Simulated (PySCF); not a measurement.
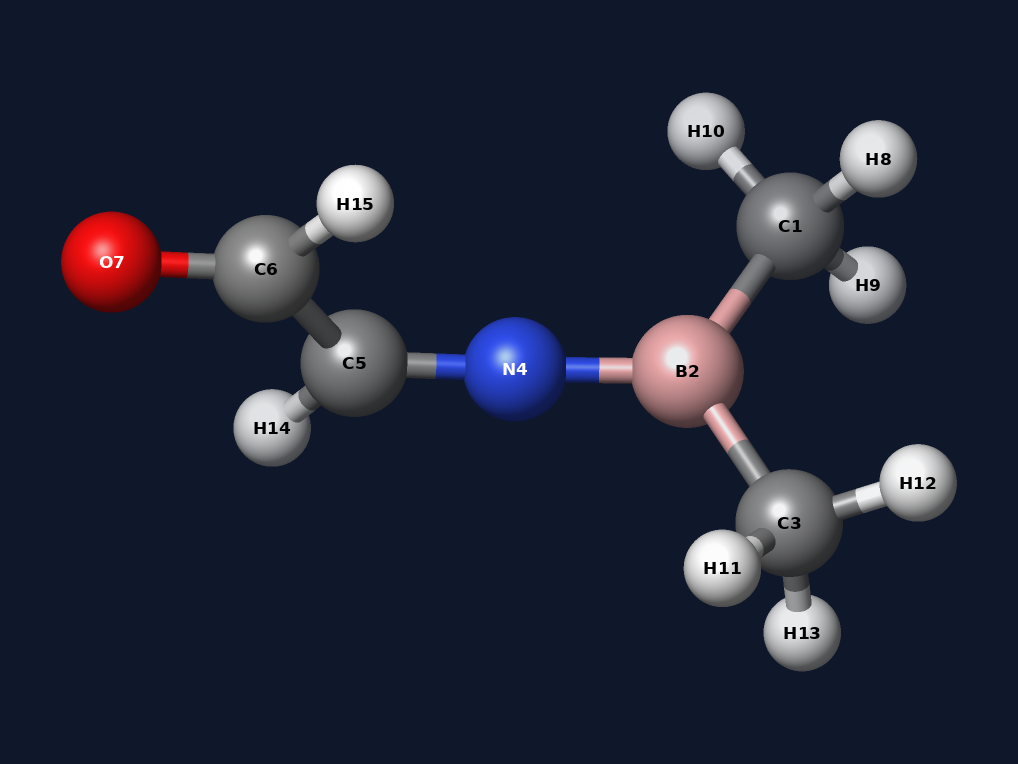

Computed geometry: GFN2-xTB optimisation. No frequency run is at hand to confirm it as a minimum. Properties computed with B3LYP/pcJ-1 indirect spin-spin coupling, non-relativistic, gas phase (PySCF 2.14.0). Isotopes: 11B, 13C, 1H, 15N, 17O.

Give the spin–spin coupling constants of these pairs, with the number of bonds between them: B2/N4, C1/N4, B2/H8, B2/H10, B2/H12, B2/H13, B2/C5, N4/H8, N4/H10, N4/O7, N4/H9, N4/H12, N4/H11.

```csv
pair,bonds apart,J (Hz)
"B2, N4",1,−44.0
"C1, N4",2,−1.9
"B2, H8",2,−5.5
"B2, H10",2,−5.9
"B2, H12",2,−5.7
"B2, H13",2,−5.3
"B2, C5",2,8.6
"N4, H8",3,−1.9
"N4, H10",3,−2.3
"N4, O7",3,5.4
"N4, H9",3,−1.5
"N4, H12",3,−3.8
"N4, H11",3,−1.6
```

The geometry is semi-empirical. Around B such bond lengths and angles can be off by a tenth of an ångström or more and by several degrees, and values that hang on the shape move with them.
